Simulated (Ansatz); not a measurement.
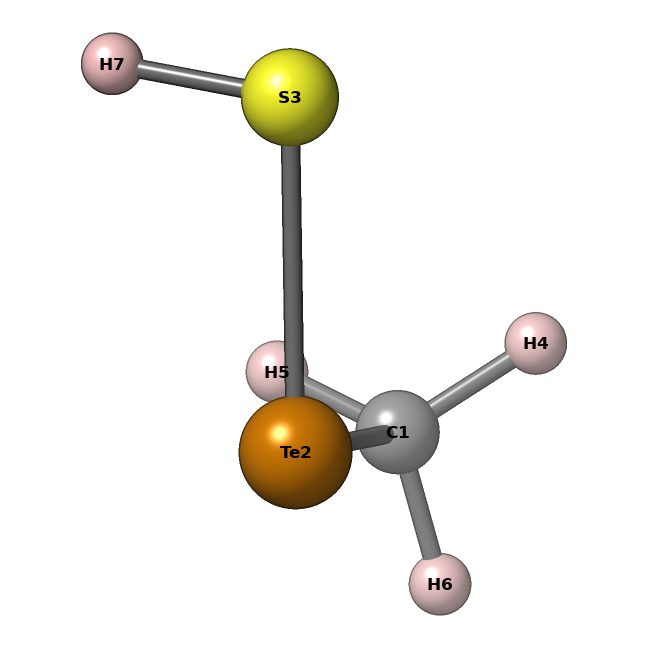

The picture comes from a calculation with Ansatz.

C1 lies behind Te2. The molecule seen a little off the Te2–C1 bond, Te2 in front. Depth is shown by fading: the farther an atom, the more it takes the colour of the background. Geometry: atoms displaced at random (about 0.03 Å) from a stationary point of GFN2-xTB.

Q: What is the torsion angle S3–Te2–C1–H4? The sign is positive where the front bond must turn clockwise to cover the back bond.

A: 55°, synclinal (gauche).
